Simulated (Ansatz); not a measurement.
# Calculations on GePH6Cl

## 1. Relaxation

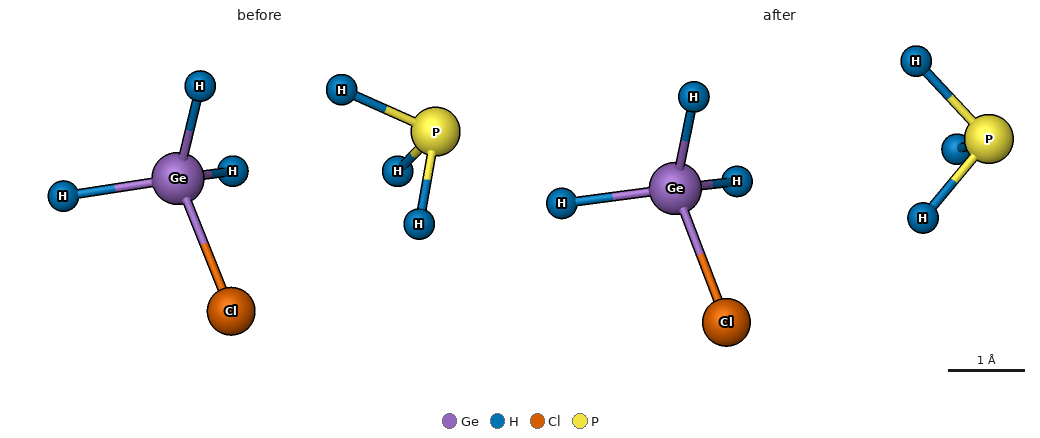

The structure of GePH6Cl before (left) and after (right) a relaxation, at one scale.

The picture is a ball-and-stick view, seen at a tilt.

The run prepares an end point of a later path (reaction) calculation, from a guessed geometry.

All numbers below come from Ansatz, RKS PBE0-D4/def2-SVP.

Input file:
```yaml
crystal:
  periodic: [false, false, false]
  atoms:
    - { symbol: Ge, position_ang: [-0.053, 0.152563, -0.036882] }
    - { symbol: H, position_ang: [-0.166861, 0.070199, 1.498351] }
    - { symbol: H, position_ang: [1.392926, -0.005284, -0.510054] }
    - { symbol: H, position_ang: [-0.695789, 1.433021, -0.597552] }
    - { symbol: Cl, position_ang: [-1.246286, -1.462221, -0.844118] }
    - { symbol: P, position_ang: [1.338789, -2.728272, 1.361962] }
    - { symbol: H, position_ang: [0.212905, -3.229794, 0.653144] }
    - { symbol: H, position_ang: [1.885411, -2.098742, 0.207346] }
    - { symbol: H, position_ang: [0.635704, -1.58237, 1.822503] }
basis:
  gaussian: { orbitals: def2-SVP }
hamiltonian:
  xc: pbe0
  dispersion: d4
relax:
  f_tol: 0.03
  max_steps: 50
```

Launched with:
```bash
ansatz run input.yaml --threads 2 --pin off --max-ram 3072MiB --backend cpu --events-out ev --progress --plain --runs-dir out
```

Describe what moved and what it gained.

Over 8 geometry steps the energy falls by 6.04 kcal/mol. The largest force component goes from 0.68 to 0.022 eV/Å. The largest move after the best rigid fit is that of H9, 0.81 Å. By element the largest moves are H 0.81 Å, P 0.46 Å, Cl 0.36 Å, Ge 0.33 Å. Among the contacts that change: Ge1–P6 3.492 → 4.229 Å, Ge1–H2 1.542 → 1.534 Å, P6–H7 1.422 → 1.429 Å, Ge1–H3 1.530 → 1.534 Å. Bond angles that change, for instance: H8–P6–H9 95.5° → 93.1°, H4–Ge1–Cl5 104.8° → 106.8°. Cost: 23 s on 2 threads of Intel(R) Xeon(R) Processor @ 2.70GHz, with other jobs on the host, peak memory 0.24 GiB.

## 2. Relaxation

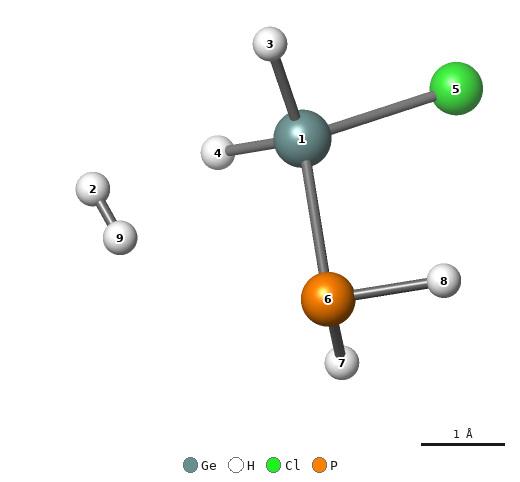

Starting structure of GePH6Cl. The picture is a ball-and-stick view, seen at a tilt.

The run prepares an end point of a later path (reaction) calculation, from a guessed geometry.

Method: RKS PBE0-D4/def2-SVP in Ansatz 0.2.0.

Input file:
```yaml
crystal:
  periodic: [false, false, false]
  atoms:
    - { symbol: Ge, position_ang: [0.104221, -0.6315, -0.290715] }
    - { symbol: H, position_ang: [0.410874, 0.54797, 2.182555] }
    - { symbol: H, position_ang: [1.035607, 0.567815, -0.517497] }
    - { symbol: H, position_ang: [-1.221394, -0.197369, 0.347262] }
    - { symbol: Cl, position_ang: [-0.399193, -1.394248, -2.268868] }
    - { symbol: P, position_ang: [1.145639, -2.256028, 0.932753] }
    - { symbol: H, position_ang: [-0.043031, -3.037281, 1.041888] }
    - { symbol: H, position_ang: [1.602183, -2.949872, -0.227456] }
    - { symbol: H, position_ang: [0.668894, -0.100387, 2.354777] }
basis:
  gaussian: { orbitals: def2-SVP }
hamiltonian:
  xc: pbe0
  dispersion: d4
relax:
  f_tol: 0.03
  max_steps: 50
```

Command:
```bash
ansatz run input.yaml --threads 2 --pin off --max-ram 3072MiB --backend cpu --events-out ev --progress --plain --runs-dir out
```

> Predict the outcome.

The largest move after the best rigid fit is that of H7, 0.62 Å. Largest moves by element: H 0.62 Å, P 0.29 Å, Ge 0.16 Å, Cl 0.15 Å. Some distances before and after: H2–H9 0.719 → 0.762 Å, Ge1–P6 2.285 → 2.315 Å, Ge1–Cl5 2.179 → 2.174 Å. Groups turn about Ge1–P6 by about 25°. After 11 geometry steps the energy has fallen by 14.0 kJ/mol. Largest force component: 1.7 eV/Å at the start, 0.021 eV/Å at the end. The forces were under the threshold at step 7, but the run went on from there. The run took 33 s on 2 threads of Intel(R) Xeon(R) Processor @ 2.70GHz, on a shared host, peak memory 0.23 GiB.

The structure at the end:

```xyz
9

Ge    0.0272   -0.7524   -0.3595
H     0.5320    1.0134    2.5413
H     1.0504    0.3776   -0.5535
H    -1.2664   -0.2362    0.2891
Cl   -0.5134   -1.4500   -2.3462
P     0.9416   -2.4624    0.9053
H    -0.0842   -3.3840    0.5336
H     1.8164   -2.8728   -0.1463
H     0.8002    0.3160    2.6909
```

After the run, drawn alike:

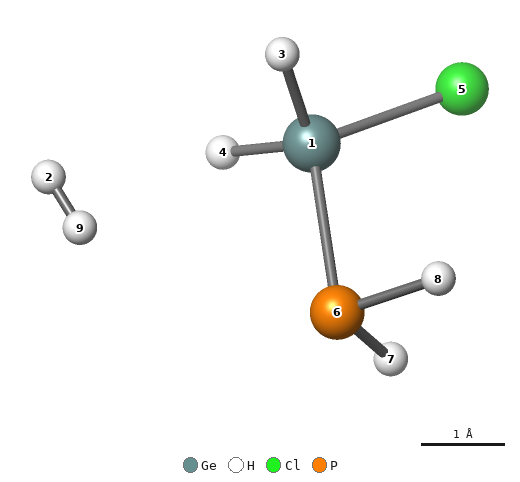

Limits of the set-up: the start holds two separate molecules, 2.6 Å apart at their closest, whose relative position is a soft coordinate.

## 3. Path

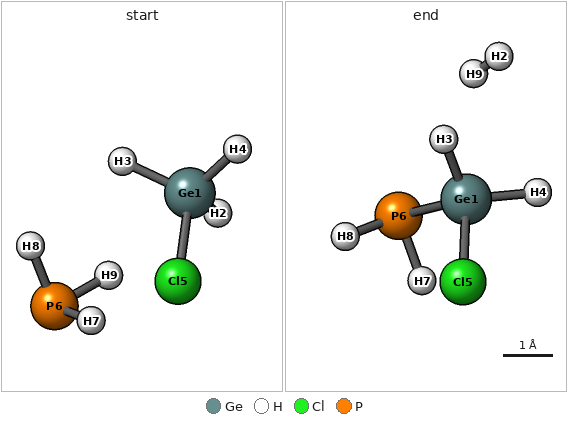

The two relaxed end points of a path for GePH₆Cl, made up at the start of GeH3Cl and PH3. The picture is a ball-and-stick view, seen from a free direction.

Computed with Ansatz, RKS PBE0-D4/def2-SVP.

Settings: 9 movable images; climbing image; force threshold 0.05 eV/Å; iteration limit 60.

Start:
```xyz
9

Ge   -0.2558    0.3578   -0.1841
H    -0.4095    0.3054    1.3411
H     1.1920    0.0999   -0.6203
H    -0.7922    1.6757   -0.7596
Cl   -1.4758   -1.2312   -1.0130
P     1.4074   -3.1891    1.4096
H     0.2453   -2.9706    0.6070
H     2.2501   -2.4404    0.5305
H     1.1423   -2.0585    2.2434
```

End:
```xyz
9

Ge    0.0582   -0.6750   -0.3380
H     0.6770    0.8408    2.6798
H     1.1693    0.3806   -0.4502
H    -1.1959   -0.1033    0.3411
Cl   -0.5193   -1.1887   -2.3699
P     0.8236   -2.5355    0.8077
H    -0.2689   -3.3446    0.3700
H     1.6719   -2.9408   -0.2673
H     0.8879    0.1157    2.7814
```

Question: What barrier does the band find between them, and by what path?

Answer: Forward barrier 2.74 eV, backward barrier 2.75 eV, with image 4 at the top; the reaction energy is −0.01 eV. Breaking: Ge1–H2 (1.53 → 1.75 at the top → 3.43 Å), P6–H9 (1.43 → 1.68 at the top → 3.31 Å). Forming: Ge1–P6 (4.23 → 2.76 at the top → 2.32 Å), H2–H9 (2.97 → 1.19 at the top → 0.76 Å). The band converged in 29 iterations. The largest component of the band force went from 6.9 to 0.02 eV/Å. The climbing image converged on the top of the path. Its vibrational analysis gives one imaginary mode (1396i cm⁻¹), as a transition state must have.

Energies of the converged images:

| image | path (Å) | E (eV) |
| --- | --- | --- |
| 0 | 0.00 | 0.000 |
| 1 | 1.33 | 0.015 |
| 2 | 2.66 | 0.025 |
| 3 | 3.99 | 0.568 |
| 4 | 5.32 | 2.739 |
| 5 | 5.73 | 1.789 |
| 6 | 6.15 | 0.734 |
| 7 | 6.56 | 0.252 |
| 8 | 6.97 | 0.060 |
| 9 | 7.38 | -0.003 |
| 10 | 7.79 | -0.014 |

The geometry at the top of the path:

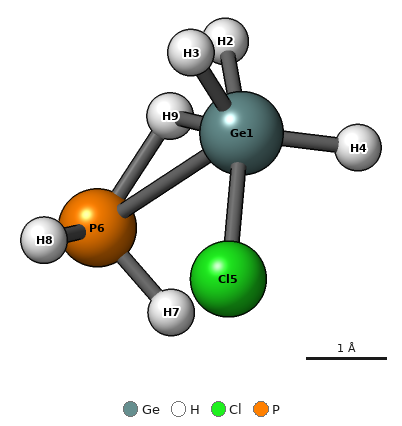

Limits of the set-up: the start holds two separate molecules, 2.9 Å apart at their closest, whose relative position is a soft coordinate.
